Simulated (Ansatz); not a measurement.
# AlGeH4+ (singlet): correlated methods under varied settings

What do other methods and options give for AlGeH4+ (singlet) at this geometry, and how long do they take?

Program: Ansatz 0.2.0, Gaussian basis. Level of theory: the settings change from run to run. These are calculated values, not measurements.

18 further runs of the same task are left out: 6 that didn't finish, 12 set aside as unsound or not needed.

**1. What is computed**

The geometry is a PBE0/def2-TZVP stationary point (not a proven minimum) of the parent state, kept for this charge and spin. No spin-orbit coupling is included. The filled d shell of Ge may be among the frozen orbitals whatever the setting's name suggests; the logs give the count.

6 atoms, charge 1, spin multiplicity 1.

Atoms are counted from 1 here; the program's logs count them from 0.

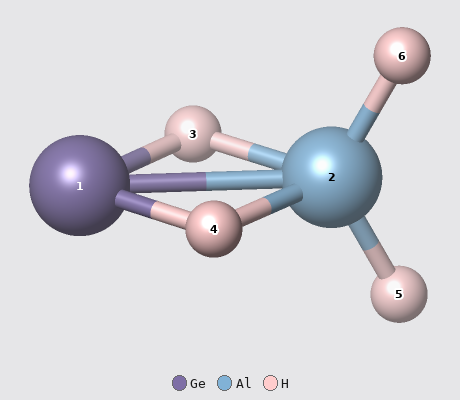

The structure; germanium purple, aluminium light blue, hydrogen pink; atoms are numbered from 1 in the order of the file.

As a file:

```
Ge    0.0000    0.0000    0.7847
Al    0.0000    0.0000   -1.8784
H    -1.1260    0.0000   -0.5236
H     1.1260    0.0000   -0.5236
H     0.0000   -1.4027   -2.6096
H     0.0000    1.4027   -2.6096
```

**2. HF/6-31G**

in.yaml

```yaml
crystal:
  periodic: [false, false, false]
  atoms:
    - {symbol: Ge, position_ang: [0.000000, 0.000000, 0.784674]}
    - {symbol: Al, position_ang: [0.000000, 0.000000, -1.878421]}
    - {symbol: H, position_ang: [-1.125990, -0.000002, -0.523581]}
    - {symbol: H, position_ang: [1.125990, 0.000002, -0.523581]}
    - {symbol: H, position_ang: [0.000002, -1.402706, -2.609571]}
    - {symbol: H, position_ang: [-0.000002, 1.402706, -2.609571]}
basis:
  gaussian: {orbitals: 6-31G}
total_charge: 1
magnetization: {spin_polarized: true, initial_magnetization: 0}
hamiltonian: {xc: hf}
scf: {lower_state_search: off}
output: {orbitals: {seedname: orbitals}}
```

Started as:

```bash
ansatz run in.yaml --threads 1 --pin off --events-out ev --progress --plain --max-ram 2393MiB
```

The log of the run:

```text
Functional definition: HF
  name "HF"
  cite "Fock, Z. Phys. 61, 126 (1930) doi:10.1007/BF01340294"
  parent pbe
  exchange = exact_x
  correlation = 0
these checks for a lower state are left out or cut short: stability, starts, cluster_reference, orbital_swaps, neighbouring_geometries, increment
516 factors; integrals over basis functions are off by at most 3.5e-4 eV
mean field evaluation 1: about -63099.7612 eV, gradient 7.8e0 eV
mean field evaluation 2: about -63099.7690 eV, gradient 7.8e0 eV
mean field evaluation 4: about -63100.5860 eV, gradient 9.7e-1 eV
mean field evaluation 8: about -63100.5925 eV, gradient 7.6e-4 eV
mean field -63100.59247946 eV, -2318.9040025022 hartree, gradient 2.8e-6 eV, S^2 0.000000; 0 other end points of the search recorded, 0 dependent functions left out
reference -63100.59247946 eV, -2318.9040025022 hartree; 24, 24 occupied and 26, 26 virtual orbitals, 516 factors
Total energy: -63100.59247946 eV, -2318.9040025022 hartree
Checks for a lower state left out: stability, starts, cluster_reference, orbital_swaps, neighbouring_geometries, increment
```

Run time: 0.57 s. Hardware: 1 thread of Arm Neoverse V1, shared host.

From the report: ⟨S²⟩ of the determinant 0.000 (pure singlet: 0.00).

**3. HF/6-31G***

in.yaml, as its differences from that of step 2:

```diff
@@ -10,3 +10,3 @@
 basis:
-  gaussian: {orbitals: 6-31G}
+  gaussian: {orbitals: "6-31G*"}
 total_charge: 1
@@ -14,3 +14,3 @@
 hamiltonian: {xc: hf}
-scf: {lower_state_search: off}
+scf: {lower_state_search: full}
 output: {orbitals: {seedname: orbitals}}
```

Same command.

The log of the run:

```text
Functional definition: HF
  name "HF"
  cite "Fock, Z. Phys. 61, 126 (1930) doi:10.1007/BF01340294"
  parent pbe
  exchange = exact_x
  correlation = 0
603 factors; integrals over basis functions are off by at most 6.8e-4 eV
mean field evaluation 1: about -63102.0529 eV, gradient 8.6e0 eV
mean field evaluation 2: about -63102.0740 eV, gradient 8.6e0 eV
mean field evaluation 4: about -63103.0445 eV, gradient 1.0e0 eV
mean field evaluation 8: about -63103.0531 eV, gradient 1.8e-4 eV
mean field evaluation 16: about -63102.9417 eV, gradient 9.4e-1 eV
mean field evaluation 32: about -63102.0537 eV, gradient 5.0e0 eV
mean field -63103.05309213 eV, -2318.9944283501 hartree, gradient 7.9e-6 eV, S^2 0.000000; 0 other end points of the search recorded, 0 dependent functions left out
reference -63103.05309213 eV, -2318.9944283501 hartree; 24, 24 occupied and 38, 38 virtual orbitals, 603 factors
Total energy: -63103.05309213 eV, -2318.9944283501 hartree
```

Wall time 1.4 s (1 thread of Arm Neoverse V1, shared host).

From the report: ⟨S²⟩ of the determinant 0.000 (pure singlet: 0.00).

**4. CISD/cc-pVDZ**

in.yaml, as its differences from that of step 3:

```diff
@@ -10,7 +10,5 @@
 basis:
-  gaussian: {orbitals: "6-31G*"}
+  gaussian: {orbitals: cc-pVDZ, fitting: {mean_field: def2-universal-jkfit}}
 total_charge: 1
-magnetization: {spin_polarized: true, initial_magnetization: 0}
-hamiltonian: {xc: hf}
+correlation: {active_space: {ras: {orbitals: [5, 0, 41], electrons: 10, max_holes: 2, max_particles: 2}, fixed_orbitals: true}}
 scf: {lower_state_search: full}
-output: {orbitals: {seedname: orbitals}}
```

Same command.

The log of the run:

```text
Functional definition: HF
  name "HF"
  cite "Fock, Z. Phys. 61, 126 (1930) doi:10.1007/BF01340294"
  parent pbe
  exchange = exact_x
  correlation = 0
466 factors; integrals over basis functions are off by at most 3.9e-1 eV
mean field evaluation 1: about -63109.4182 eV, gradient 1.3e1 eV
mean field evaluation 2: about -63110.4081 eV, gradient 3.8e0 eV
mean field evaluation 4: about -63110.5021 eV, gradient 2.2e-1 eV
mean field -63110.50273775 eV, -2319.2681977770 hartree, gradient 1.2e-6 eV, S^2 0.000000; 0 other end points of the search recorded, 0 dependent functions left out
reference -63110.50273775 eV, -2319.2681977770 hartree; 24, 24 occupied and 41, 41 virtual orbitals, 466 factors
state -63115.27255464 eV, -2319.4434853146 hartree
Total energy: -63115.27255464 eV, -2319.4434853146 hartree
```

Wall time 1.2 s (1 thread of Arm Neoverse V1, shared host).

From the report: 15,658 determinants.

**5. CCSD on UHF/cc-pVDZ**

in.yaml, as its differences from that of step 4:

```diff
@@ -10,5 +10,7 @@
 basis:
-  gaussian: {orbitals: cc-pVDZ, fitting: {mean_field: def2-universal-jkfit}}
+  gaussian: {orbitals: cc-pVDZ}
 total_charge: 1
-correlation: {active_space: {ras: {orbitals: [5, 0, 41], electrons: 10, max_holes: 2, max_particles: 2}, fixed_orbitals: true}}
-scf: {lower_state_search: full}
+magnetization: {spin_polarized: true, initial_magnetization: 0}
+correlation: {method: ccsd, electrons: outside_noble_gas, diis_vectors: 2}
+accuracy: high
+scf: {lower_state_search: off}
```

Launched as before.

The log of the run (excerpt; [...] marks lines left out):

```text
Functional definition: HF
  name "HF"
  cite "Fock, Z. Phys. 61, 126 (1930) doi:10.1007/BF01340294"
  parent pbe
[...]
1461 factors; integrals over basis functions are off by at most 4.8e-9 eV
[...]
mean field -63110.50373963 eV, -2319.2682345954 hartree, gradient 1.9e-8 eV, S^2 0.000000; 0 other end points of the search recorded, 0 dependent functions left out
19 core orbitals not correlated: weight in the atoms' cores, before any rotation towards them, 1.000 or more for the frozen orbitals, at most 0.000 for the correlated occupied ones
reference -63110.50373963 eV, -2319.2682345954 hartree; 5, 5 occupied and 41, 41 virtual orbitals, 1461 factors
second order -4.01441835 eV of doubles, -0.00000000 eV of singles
cycle   1  -4.84397459 eV  change   -8.3e-1 eV  update   7.8e-2
[...]
cycle  30  -5.19589295 eV  change  -1.4e-10 eV  update  6.1e-10
Total energy: -63115.69963257 eV, -2319.4591801393 hartree
Checks for a lower state left out: stability, starts, cluster_reference, orbital_swaps, neighbouring_geometries, increment
```

Run time: 4.4 s. Hardware: 1 thread of Arm Neoverse V1, shared host; peak memory 0.25 GiB.

From the report: ⟨S²⟩ of the determinant 0.000 (pure singlet: 0.00); correlation -5.1959 eV; T1 0.016; largest double amplitude 0.06.

**6. CCSD on RHF/cc-pVDZ**

in.yaml, as its differences from that of step 5:

```diff
@@ -12,5 +12,4 @@
 total_charge: 1
-magnetization: {spin_polarized: true, initial_magnetization: 0}
-correlation: {method: ccsd, electrons: outside_noble_gas, diis_vectors: 2}
-accuracy: high
-scf: {lower_state_search: off}
+magnetization: {spin_polarized: false}
+correlation: {method: ccsd, electrons: all}
+output: {forces: true}
```

Same command.

The log of the run (excerpt; [...] marks lines left out):

```text
Functional definition: HF
  name "HF"
  cite "Fock, Z. Phys. 61, 126 (1930) doi:10.1007/BF01340294"
  parent pbe
[...]
681 factors; integrals over basis functions are off by at most 1.1e-3 eV
[...]
mean field -63110.50362596 eV, -2319.2682304183 hartree, gradient 1.4e-6 eV, S^2 0.000000; 0 other end points of the search recorded, 0 dependent functions left out
reference -63110.50362596 eV, -2319.2682304183 hartree; 24, 24 occupied and 41, 41 virtual orbitals, 681 factors
second order -4.89315410 eV of doubles, -0.00000000 eV of singles
cycle   1  -5.67011039 eV  change   -7.8e-1 eV  update   8.0e-2
[...]
cycle  11  -6.04602655 eV  change   -1.4e-6 eV  update   3.9e-6
[...]
Total energy: -63116.54965251 eV, -2319.4904177959 hartree
Atom 0 at     0.000000     0.000000     0.784674 Å, force     0.000000     0.000000    -0.024114 eV/Å
Atom 1 at     0.000000     0.000000    -1.878421 Å, force     0.000000     0.000000    -2.184548 eV/Å
Atom 2 at    -1.125990    -0.000002    -0.523581 Å, force     0.114640    -0.000000     0.648387 eV/Å
Atom 3 at     1.125990     0.000002    -0.523581 Å, force    -0.114640    -0.000000     0.648387 eV/Å
Atom 4 at     0.000002    -1.402706    -2.609571 Å, force    -0.000000    -0.053596     0.455944 eV/Å
Atom 5 at    -0.000002     1.402706    -2.609571 Å, force    -0.000000     0.053596     0.455944 eV/Å
Dipole moment:    -0.000000    -0.000000     0.196200 e Å
```

It took 15 s on 1 thread of Arm Neoverse V1, shared host; peak memory 0.27 GiB.

From the report: correlation -6.0460 eV; T1 0.008; largest double amplitude 0.06.

**7. CASSCF(2,7)/6-31G**

in.yaml, as its differences from that of step 6:

```diff
@@ -10,6 +10,6 @@
 basis:
-  gaussian: {orbitals: cc-pVDZ}
+  gaussian: {orbitals: 6-31G}
 total_charge: 1
-magnetization: {spin_polarized: false}
-correlation: {method: ccsd, electrons: all}
+correlation: {active_space: {window: {electrons: 2, orbitals: 7}, states: [{multiplicity: 1, weights: [1, 1, 1, 0.5]}, {multiplicity: 3, weights: [1]}]}}
+accuracy: high
 output: {forces: true}
```

Same command.

The log of the run (excerpt; [...] marks lines left out):

```text
Functional definition: HF
  name "HF"
  cite "Fock, Z. Phys. 61, 126 (1930) doi:10.1007/BF01340294"
  parent pbe
[...]
985 factors; integrals over basis functions are off by at most 4.5e-9 eV
[...]
mean field -63100.59280183 eV, -2318.9040143493 hartree, gradient 5.0e-8 eV, S^2 0.000000; 0 other end points of the search recorded, 0 dependent functions left out
reference -63100.59280183 eV, -2318.9040143493 hartree; 24, 24 occupied and 26, 26 virtual orbitals, 985 factors
state -63100.99549977 eV, -2318.9188132255 hartree
state -63096.41443480 eV, -2318.7504621932 hartree
state -63093.72305369 eV, -2318.6515557617 hartree
state -63092.16865350 eV, -2318.5944326084 hartree
state -63098.42393466 eV, -2318.8243099509 hartree
[...]
Total energy: -63096.80916659 eV, -2318.7649683190 hartree
Atom 0 at     0.000000     0.000000     0.784674 Å, force    -0.000000    -0.000000    -0.725809 eV/Å
Atom 1 at     0.000000     0.000000    -1.878421 Å, force     0.000000     0.000000    -3.422930 eV/Å
Atom 2 at    -1.125990    -0.000002    -0.523581 Å, force    -0.532835     0.000000     1.445851 eV/Å
Atom 3 at     1.125990     0.000002    -0.523581 Å, force     0.532835    -0.000000     1.445851 eV/Å
Atom 4 at     0.000002    -1.402706    -2.609571 Å, force    -0.000000    -0.294262     0.628518 eV/Å
Atom 5 at    -0.000002     1.402706    -2.609571 Å, force    -0.000000     0.294262     0.628518 eV/Å
Dipole moment:     0.000000    -0.000000     0.147620 e Å
```

It took 23 s on 1 thread of Arm Neoverse V1, shared host.

From the report: 49 determinants; active occupations (of the averaged states) 1.10, 0.66, 0.23, 0.01, 0.00, 0.00, 0.00.

**8. All runs side by side**

Where basis and cores are those of an earlier RCCSDT(Q)/cc-pVDZ run (-63115.8526 eV), and the state is the same kind, the miss against it is given.

```csv
level,correlated,functions,energy (eV),from RCCSDT(Q) (meV),time
HF/6-31G,,50,-63100.5925,,0.57 s
HF/6-31G*,,62,-63103.0531,,1.4 s
CISD/cc-pVDZ,outside noble gas,65,-63115.2726,580.1,1.2 s
CCSD on UHF/cc-pVDZ,outside noble gas,65,-63115.6996,153.0,4.4 s
CCSD on RHF/cc-pVDZ,all,65,-63116.5497,,15 s
"CASSCF(2,7)/6-31G (mean of several states)",,50,-63096.8092,,23 s
```

**9. Results**

```
quantity                                             value
    runs                                                 6
quickest                                  HF/6-31G, 0.57 s
 slowest  CASSCF(2,7)/6-31G (mean of several states), 23 s
```

What this shows: Total energies in different bases, with other cores or another treatment of relativity can't be set against each other. CASSCF(2,7)/6-31G (mean of several states) took 40 times as long as HF/6-31G; the jobs differ in more than the method. Among the correlated runs with a miss given, it spans +153 to +580 meV.
